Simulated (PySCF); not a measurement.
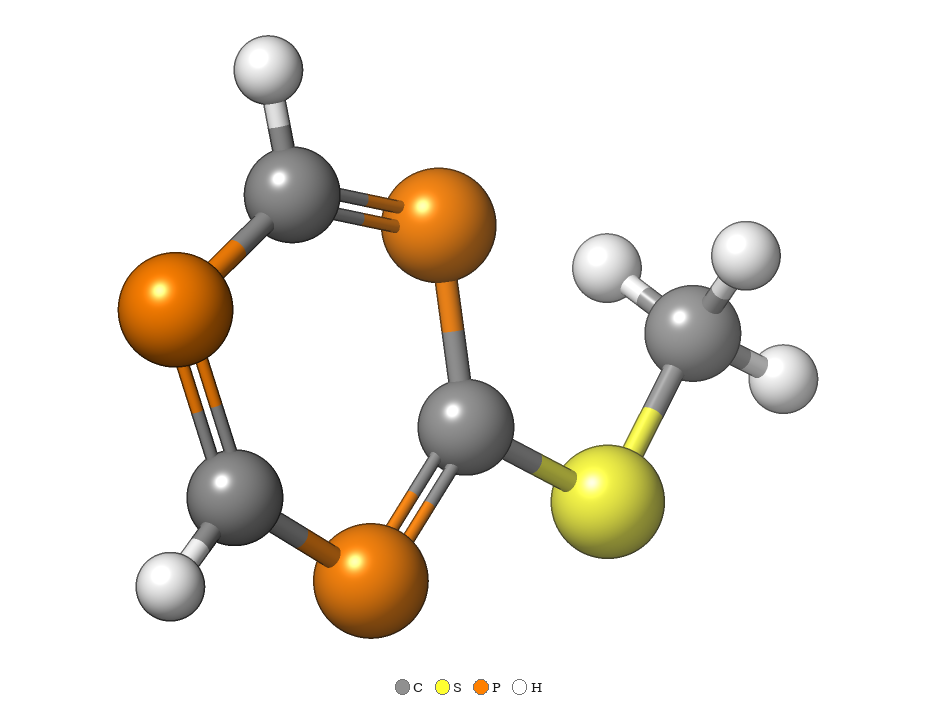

Computed geometry: PBE0-D3(BJ)/def2-SVP optimisation. No frequency run is at hand to confirm it as a minimum.

Give the structural formula.

SMILES: CSc1pcpcp1

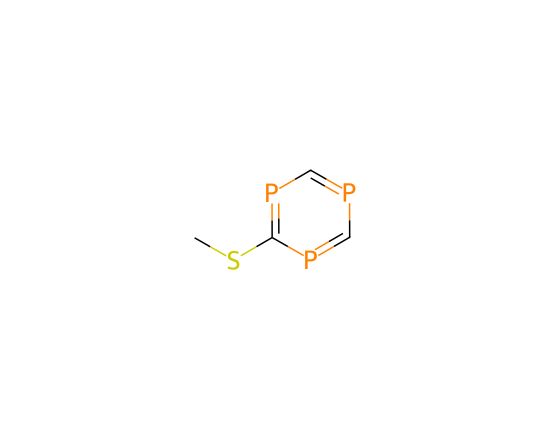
